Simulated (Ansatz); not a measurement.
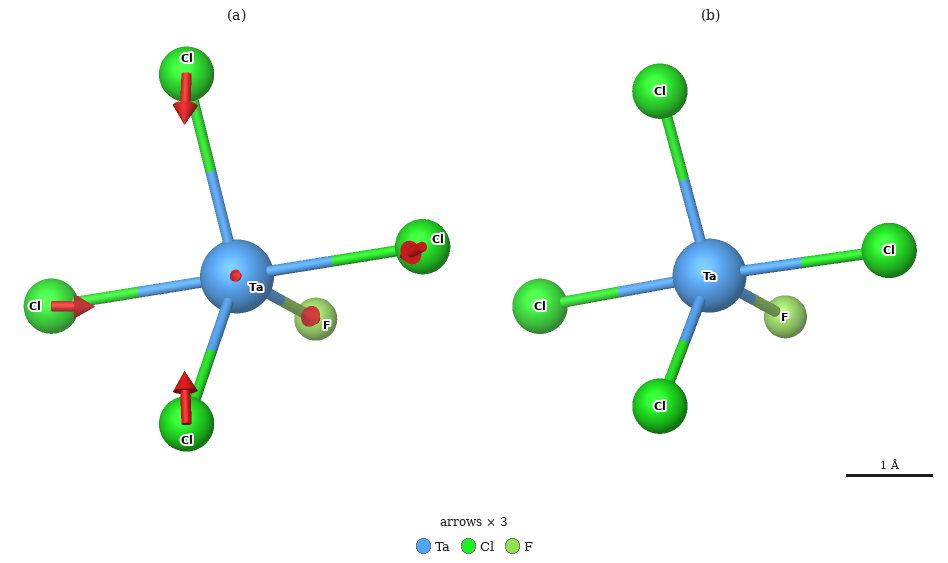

The structure of TaCl₄F before (left) and after (right) a relaxation, at one scale. The red arrows give the displacements, magnified 3 times.

The picture is a ball-and-stick view, seen at a tilt.

The run prepares the start of a later molecular dynamics calculation, from a guessed geometry.

The calculation used Ansatz, RKS PBE0-D4/def2-SVP.

Input file:
```yaml
crystal:
  periodic: [false, false, false]
  atoms:
    - { symbol: Ta, position_ang: [0.0, 0.0, 0.0] }
    - { symbol: Cl, position_ang: [2.47, 0.0, 0.0] }
    - { symbol: Cl, position_ang: [0.0, 0.0, 2.47] }
    - { symbol: Cl, position_ang: [0.0, 0.0, -2.47] }
    - { symbol: Cl, position_ang: [-1.235, 2.139, 0.0] }
    - { symbol: F, position_ang: [-0.965, -1.6714, 0.0] }
basis:
  gaussian: { orbitals: def2-SVP }
hamiltonian:
  xc: pbe0
  dispersion: d4
relax:
  f_tol: 0.02
  max_steps: 40
```

Command:
```bash
ansatz run input.yaml --threads 2 --pin off --max-ram 3072MiB --backend cpu --events-out ev --progress --plain --runs-dir out
```

Q: Summarise the run.

A: The largest moves after the best rigid fit, 0.21 Å, are those of Cl2 and Cl5. By element the largest moves are Cl 0.21 Å, F 0.11 Å, Ta 0.03 Å. Near-neighbour distances that change, for instance: Ta1–Cl2 2.470 → 2.279 Å, Ta1–Cl3 2.470 → 2.326 Å, Ta1–F6 1.930 → 1.858 Å. Among the angles between lasting bonds that change: Cl3–Ta1–Cl4 180.0° → 174.0°, Cl2–Ta1–Cl5 120.0° → 115.4°, Cl3–Ta1–F6 90.0° → 87.0°. Over 4 geometry steps the energy falls by 1.055 eV. The largest force component goes from 2.7 to 0.0097 eV/Å.
